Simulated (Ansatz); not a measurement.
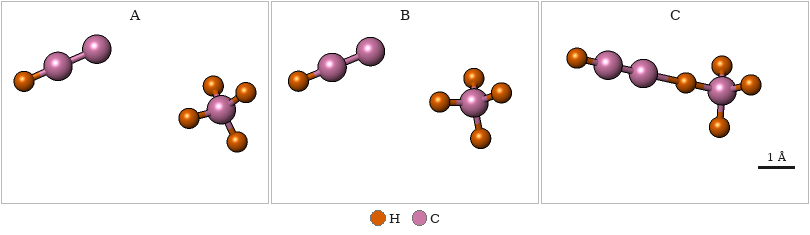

3 geometries from a converged minimum-energy path of C₃H₅ (multiplicity 2), made up of C$_{2}$H$_{2}$ and CH₃, shuffled. Style: ball-and-stick. Shown at a tilt.

The calculation used Ansatz 0.2.0, UHF/def2-SVP. Settings: 7 movable images; climbing image; force threshold 0.03 eV/Å; iteration limit 60; starting path through a guess of the saddle point.

One of them is the converged climbing image. Which?

C. In order along the path, whose images run from 0 to 8: C (image 3, +1.52 eV), B (image 6, +0.93 eV), A (image 8, +0.92 eV). A hydrogen atom shifts from one atom to another. Breaking: C–H (1.07 → 3.97 Å). Forming: C–H (3.09 → 1.09 Å).

Limits of the set-up: the start holds two separate molecules, 3.1 Å apart at their closest, whose relative position is a soft coordinate and is computed without a dispersion correction; Hartree-Fock leaves out electron correlation.
